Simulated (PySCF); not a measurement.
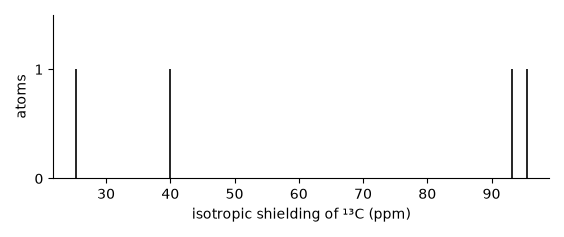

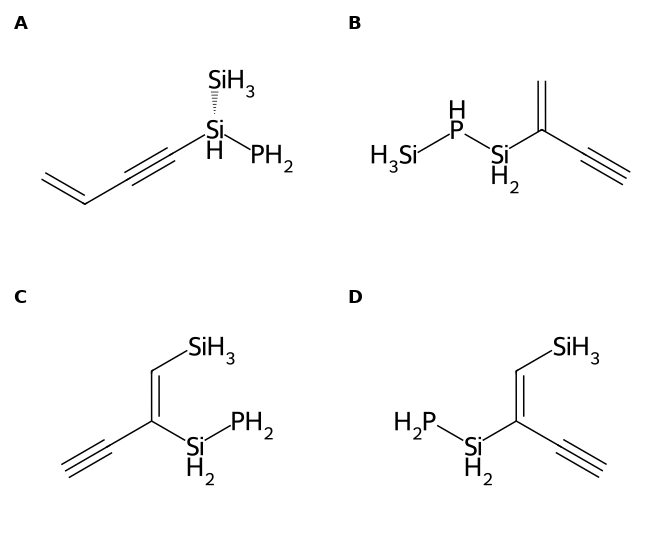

The sticks are computed shieldings of one of the molecules, for one fixed geometry (GFN2-xTB) without averaging over rotations. Low shielding means a high chemical shift. Method: GIAO PBE0/pcSseg-1 NMR shielding, non-relativistic, gas phase (PySCF 2.14.0).

Question: Which molecule gives this pattern?

Answer: C, `C#C/C(=C/[SiH3])[SiH2]P`. Its 4 C atoms give lines at 25.3, 40.0, 93.1, 95.5 ppm.

The geometry is semi-empirical. Around P, Si such bond lengths and angles can be off by a tenth of an ångström or more and by several degrees, and values that hang on the shape move with them.
